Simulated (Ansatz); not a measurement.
# BSiH4OF: geometry relaxation (part 1 of 2)

- system: BSiH4OF
- method: RKS PBE-D4/def2-SVP (Ansatz 0.2.0)

Figures and captions count atoms from 1; the log counts them from 0 in places.

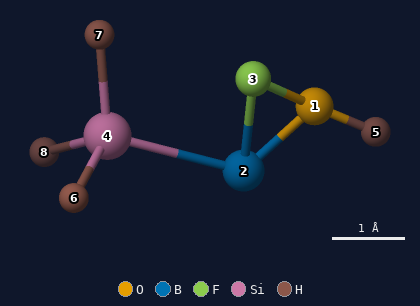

The structure as given in the input (ball-and-stick view, seen at a tilt; atoms are numbered from 1 in the order of the input). Bond lengths as drawn: B–F 1.59 Å, B–O 1.35 Å, B–Si 2.03 Å, F–O 1.26 Å, H–O 0.96 Å and H–Si 1.49 Å.

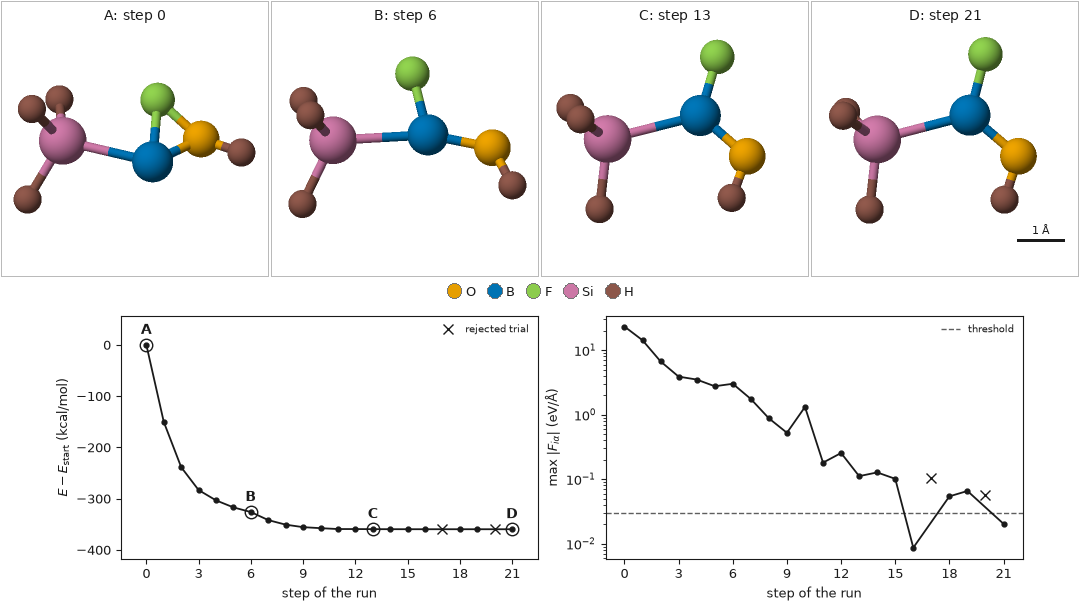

Frames of the relaxation (ball-and-stick view, seen at a tilt) above the curves, on which the letters mark them (the first geometry is step 0 here and step 1 in the log).

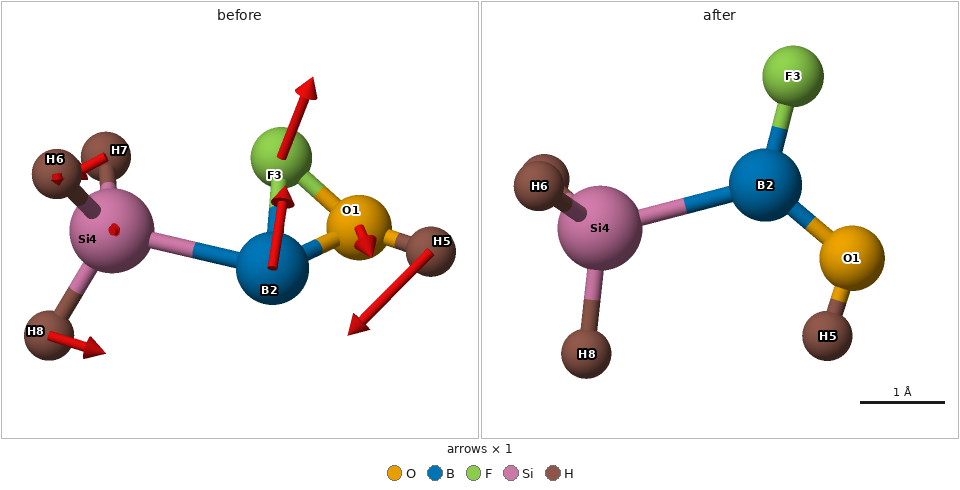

Before (left) and after (right) the relaxation, at one scale (ball-and-stick view, seen at a tilt). The red arrows give the displacements, at true length. The energy falls by 359.5 kcal/mol in 21 geometry steps. Largest force component: 23 eV/Å at the start, 0.02 eV/Å at the end. The line search rejected the trial steps at points 17, 20 (counted from 0) and went back. The atom that moves furthest after the best rigid fit is H5 (1.42 Å). Largest moves by element: H 1.42 Å, B 1.12 Å, F 1.11 Å, O 0.48 Å, Si 0.13 Å. Distances before and after: O1–F3 1.260 → 2.288 Å, B2–F3 1.587 → 1.341 Å, Si4–H6 1.489 → 1.507 Å, B2–Si4 2.031 → 2.047 Å. Bonds break: O1–F3 (1.26 → 2.29 Å). Among the angles that change: O1–B2–F3 50.0° → 115.9°, F3–B2–Si4 75.4° → 118.9°, O1–B2–Si4 121.4° → 125.2°. (Atoms are counted from 1 in the order of the input.)

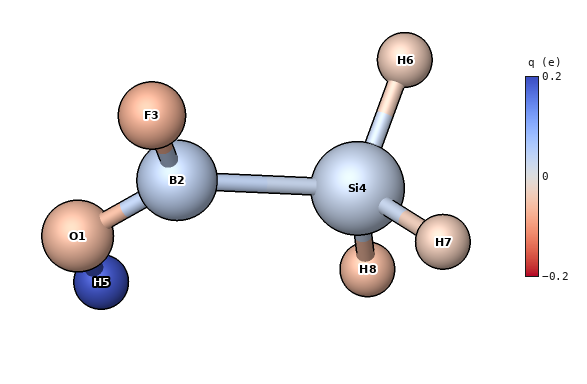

Mulliken charges, as the colour of each atom (ball-and-stick view, seen at a tilt; atoms are numbered from 1 in the order of the input). By element: O −0.06, B +0.04, F −0.07, Si +0.03 and H −0.06 to +0.19 e.

The input that produced these results follows, with the program's output.

## The input
```yaml
crystal:
  periodic: [false, false, false]
  atoms:
    - {symbol: O, position_ang: [1.283105, 0.758492, -1.092873]}
    - {symbol: B, position_ang: [0.832060, -0.034566, -0.101274]}
    - {symbol: F, position_ang: [0.212019, 1.296012, -0.703713]}
    - {symbol: Si, position_ang: [-1.144399, -0.140093, 0.355250]}
    - {symbol: H, position_ang: [2.240358, 0.717581, -1.207291]}
    - {symbol: H, position_ang: [-1.353246, 0.273724, 1.769832]}
    - {symbol: H, position_ang: [-1.957800, 0.733475, -0.528889]}
    - {symbol: H, position_ang: [-1.616270, -1.544885, 0.215086]}
basis:
  gaussian: {orbitals: def2-SVP}
hamiltonian: {xc: pbe, dispersion: d4}
relax: {f_tol: 0.03, max_steps: 250}
```

Launched with:
```bash
ansatz run in.yaml --threads 2 --pin off --events-out ev --progress --plain --max-ram 4352MiB
```

## What the program printed
```
Functional definition: PBE
  name "PBE"
  cite "Perdew, Burke & Ernzerhof, Phys. Rev. Lett. 77, 3865 (1996) doi:10.1103/PhysRevLett.77.3865"
  parent pbe
  parameter kappa = 0.804
  parameter beta = 0.06672455060314922
  exchange = pbe_x(kappa = kappa, mu = beta*pi^2/3)
  correlation = pbe_c(beta = beta)
873 factors; their error is unknown
mean field evaluation 1: about -13347.0445 eV, gradient 4.0e1 eV
mean field evaluation 2: about -13330.4031 eV, gradient 9.7e1 eV
mean field evaluation 4: about -13352.6926 eV, gradient 1.3e1 eV
mean field evaluation 8: about -13352.6928 eV, gradient 1.3e1 eV
mean field evaluation 16: about -13353.1811 eV, gradient 1.8e-5 eV
mean field -13353.18108882 eV, -490.7203539028 hartree, gradient 1.8e-5 eV, S^2 0.000000; 1 other end points of the search recorded, 0 dependent functions left out
the calculation of the forces begins
reference -13353.18112224 eV, -490.7203551310 hartree; 20, 20 occupied and 60, 60 virtual orbitals, 873 factors
relax step   1: F+E_penalty+E_count = -13353.31146695 eV  Δ(F+E_penalty+E_count) = +0.000e0 eV  max|allowed force component| = 2.329e1 eV/Å  Δτ_max = 0.0000 Å  (85 SCF iters, accepted)
these checks for a lower state are left out or cut short: starts, cluster_reference, orbital_swaps, neighbouring_geometries, increment
873 factors; their error is unknown
mean field evaluation 32: about -13359.6947 eV, gradient 1.1e-1 eV
mean field -13359.69474411 eV, -490.9597263199 hartree, gradient 2.0e-5 eV, S^2 0.000000; 0 other end points of the search recorded, 0 dependent functions left out
[... from here on the field's lines of each further geometry are left out, up to the last ...]
relax step   2: F+E_penalty+E_count = -13359.82744247 eV  Δ(F+E_penalty+E_count) = -6.516e0 eV  max|allowed force component| = 1.428e1 eV/Å  Δτ_max = 0.1943 Å  (47 SCF iters, accepted)
relax step   3: F+E_penalty+E_count = -13363.65502087 eV  Δ(F+E_penalty+E_count) = -3.828e0 eV  max|allowed force component| = 6.710e0 eV/Å  Δτ_max = 0.1982 Å  (39 SCF iters, accepted)
relax step   4: F+E_penalty+E_count = -13365.58719641 eV  Δ(F+E_penalty+E_count) = -1.932e0 eV  max|allowed force component| = 3.898e0 eV/Å  Δτ_max = 0.1998 Å  (34 SCF iters, accepted)
relax step   5: F+E_penalty+E_count = -13366.45834516 eV  Δ(F+E_penalty+E_count) = -8.711e-1 eV  max|allowed force component| = 3.512e0 eV/Å  Δτ_max = 0.2000 Å  (34 SCF iters, accepted)
relax step   6: F+E_penalty+E_count = -13367.05262031 eV  Δ(F+E_penalty+E_count) = -5.943e-1 eV  max|allowed force component| = 2.764e0 eV/Å  Δτ_max = 0.1947 Å  (33 SCF iters, accepted)
relax step   7: F+E_penalty+E_count = -13367.44680697 eV  Δ(F+E_penalty+E_count) = -3.942e-1 eV  max|allowed force component| = 3.020e0 eV/Å  Δτ_max = 0.1713 Å  (35 SCF iters, accepted)
relax step   8: F+E_penalty+E_count = -13368.12732239 eV  Δ(F+E_penalty+E_count) = -6.805e-1 eV  max|allowed force component| = 1.754e0 eV/Å  Δτ_max = 0.1998 Å  (34 SCF iters, accepted)
relax step   9: F+E_penalty+E_count = -13368.51380686 eV  Δ(F+E_penalty+E_count) = -3.865e-1 eV  max|allowed force component| = 8.799e-1 eV/Å  Δτ_max = 0.1990 Å  (32 SCF iters, accepted)
relax step  10: F+E_penalty+E_count = -13368.72431907 eV  Δ(F+E_penalty+E_count) = -2.105e-1 eV  max|allowed force component| = 5.250e-1 eV/Å  Δτ_max = 0.2000 Å  (32 SCF iters, accepted)
relax step  11: F+E_penalty+E_count = -13368.80960149 eV  Δ(F+E_penalty+E_count) = -8.528e-2 eV  max|allowed force component| = 1.320e0 eV/Å  Δτ_max = 0.1949 Å  (32 SCF iters, accepted)
relax step  12: F+E_penalty+E_count = -13368.88345838 eV  Δ(F+E_penalty+E_count) = -7.386e-2 eV  max|allowed force component| = 1.808e-1 eV/Å  Δτ_max = 0.1958 Å  (26 SCF iters, accepted)
relax step  13: F+E_penalty+E_count = -13368.88489222 eV  Δ(F+E_penalty+E_count) = -1.434e-3 eV  max|allowed force component| = 2.551e-1 eV/Å  Δτ_max = 0.0915 Å  (26 SCF iters, accepted)
relax step  14: F+E_penalty+E_count = -13368.89294357 eV  Δ(F+E_penalty+E_count) = -8.051e-3 eV  max|allowed force component| = 1.117e-1 eV/Å  Δτ_max = 0.0735 Å  (27 SCF iters, accepted)
relax step  15: F+E_penalty+E_count = -13368.89577669 eV  Δ(F+E_penalty+E_count) = -2.833e-3 eV  max|allowed force component| = 1.275e-1 eV/Å  Δτ_max = 0.0885 Å  (26 SCF iters, accepted)
relax step  16: F+E_penalty+E_count = -13368.89783411 eV  Δ(F+E_penalty+E_count) = -2.057e-3 eV  max|allowed force component| = 1.015e-1 eV/Å  Δτ_max = 0.0472 Å  (27 SCF iters, accepted)
relax step  17: F+E_penalty+E_count = -13368.89889811 eV  Δ(F+E_penalty+E_count) = -1.064e-3 eV  max|allowed force component| = 8.690e-3 eV/Å  Δτ_max = 0.0382 Å  (27 SCF iters, accepted)
relax step  18: F+E_penalty+E_count = -13368.89877272 eV  Δ(F+E_penalty+E_count) = +1.254e-4 eV  max|allowed force component| = 1.043e-1 eV/Å  Δτ_max = 0.1110 Å  (26 SCF iters, rejected (line search))
relax step  19: F+E_penalty+E_count = -13368.89956927 eV  Δ(F+E_penalty+E_count) = -6.712e-4 eV  max|allowed force component| = 5.427e-2 eV/Å  Δτ_max = 0.0541 Å  (26 SCF iters, accepted)
relax step  20: F+E_penalty+E_count = -13368.89973038 eV  Δ(F+E_penalty+E_count) = -1.611e-4 eV  max|allowed force component| = 6.574e-2 eV/Å  Δτ_max = 0.0577 Å  (26 SCF iters, accepted)
relax step  21: F+E_penalty+E_count = -13368.89972374 eV  Δ(F+E_penalty+E_count) = +6.637e-6 eV  max|allowed force component| = 5.711e-2 eV/Å  Δτ_max = 0.0120 Å  (27 SCF iters, rejected (line search))
the calculation of the forces begins
reference -13368.77528734 eV, -491.2934301285 hartree; 20, 20 occupied and 60, 60 virtual orbitals, 873 factors
relax step  22: F+E_penalty+E_count = -13368.90009532 eV  Δ(F+E_penalty+E_count) = -3.649e-4 eV  max|allowed force component| = 2.035e-2 eV/Å  Δτ_max = 0.0060 Å  (29 SCF iters, accepted)
873 factors; their error is unknown
mean field evaluation 192: about -13368.7097 eV, gradient 8.7e0 eV
mean field -13368.77525518 eV, -491.2934289466 hartree, gradient 1.3e-5 eV, S^2 0.000000; 1 other end points of the search recorded, 0 dependent functions left out
the calculation of the forces begins
reference -13368.77528734 eV, -491.2934301285 hartree; 20, 20 occupied and 60, 60 virtual orbitals, 873 factors
Total energy: -13368.90012748 eV, -491.2980179191 hartree
Atom 0 at     1.585363     0.519467    -1.046606 Å, force    -0.009442    -0.001997     0.004952 eV/Å
Atom 1 at     0.410597     1.005753    -0.566540 Å, force     0.002921     0.008003    -0.008363 eV/Å
Atom 2 at     0.230160     2.328673    -0.691035 Å, force     0.013074    -0.020352     0.000891 eV/Å
Atom 3 at    -1.058937    -0.116002     0.311242 Å, force    -0.006150    -0.003999     0.005199 eV/Å
Atom 4 at     1.663265    -0.444545    -0.932849 Å, force    -0.004993     0.018909    -0.000289 eV/Å
Atom 5 at    -1.274907     0.308767     1.741202 Å, force     0.000244    -0.004764    -0.011087 eV/Å
Atom 6 at    -2.367023     0.038920    -0.420346 Å, force     0.008221    -0.002180     0.005403 eV/Å
Atom 7 at    -0.692691    -1.581294     0.311060 Å, force    -0.003875     0.006379     0.003293 eV/Å
Dipole moment:     0.093519    -0.397266     0.018304 e Å
```

## Trajectory as extended XYZ (Å, eV, eV/Å), 22 frames, from step=1 to step=22
```
8
Properties=species:S:1:pos:R:3:forces:R:3 step=1 energy=-13353.31147
O     1.2831    0.7585   -1.0929   16.4686 -11.1255  -6.4472
B     0.8321   -0.0346   -0.1013    3.0911  -4.2716   1.7361
F     0.2120    1.2960   -0.7037  -23.2884  17.3305   5.0924
Si   -1.1444   -0.1401    0.3553   -1.4772  -1.1330   0.4748
H     2.2404    0.7176   -1.2073    6.0906  -0.5196  -1.1622
H    -1.3532    0.2737    1.7698    0.0671   0.1241   0.3066
H    -1.9578    0.7335   -0.5289   -0.7819  -0.0687  -0.0130
H    -1.6163   -1.5449    0.2151   -0.1700  -0.3362   0.0125
8
Properties=species:S:1:pos:R:3:forces:R:3 step=2 energy=-13359.82744
O     1.3593    0.7287   -1.1158   14.1502  -7.8330  -2.2035
B     0.8456   -0.0134   -0.0993   -0.4059   2.5006  -2.9726
F     0.0973    1.4519   -0.6861  -14.2783   6.7450   5.2090
Si   -1.1839   -0.1648    0.3623   -0.1996   0.5889   0.3460
H     2.3809    0.6513   -1.2403    0.9654  -1.2348  -0.5697
H    -1.3518    0.2718    1.7841   -0.0119  -0.0548   0.1386
H    -2.0194    0.7115   -0.5159   -0.3233  -0.3348   0.0341
H    -1.6323   -1.5773    0.2172    0.1034  -0.3771   0.0182
8
Properties=species:S:1:pos:R:3:forces:R:3 step=3 energy=-13363.65502
O     1.4721    0.6787   -1.1355    6.7103  -3.2886  -0.4244
B     0.8299    0.0257   -0.1507   -1.7198   3.7978  -2.5909
F    -0.0759    1.5267   -0.6256   -4.2251   0.3548   3.0239
Si   -1.1951   -0.1563    0.3725    0.2178   0.6357  -0.2858
H     2.4704    0.5953   -1.2490   -0.6376  -0.7437  -0.0704
H    -1.3524    0.2703    1.7929    0.0881  -0.0413   0.2003
H    -2.0294    0.7029   -0.5164   -0.5584  -0.4359   0.0481
H    -1.6238   -1.5835    0.2180    0.1246  -0.2787   0.0991
8
Properties=species:S:1:pos:R:3:forces:R:3 step=4 energy=-13365.58720
O     1.6431    0.6317   -1.1294    0.7743  -1.2487   0.8338
B     0.7238    0.1328   -0.2818   -1.1287   3.8982  -2.5596
F    -0.2258    1.5468   -0.6848   -0.0372  -1.4114   1.3472
Si   -1.2256   -0.1266    0.3226    0.3116   0.0818   0.1177
H     2.5967    0.5182   -1.1216    0.6438  -0.7311   0.0896
H    -1.2330    0.2123    1.7783    0.0140   0.0947   0.1704
H    -2.1988    0.7261   -0.4227   -0.4938  -0.4836   0.0485
H    -1.5846   -1.5816    0.2454   -0.0839  -0.1999  -0.0475
```
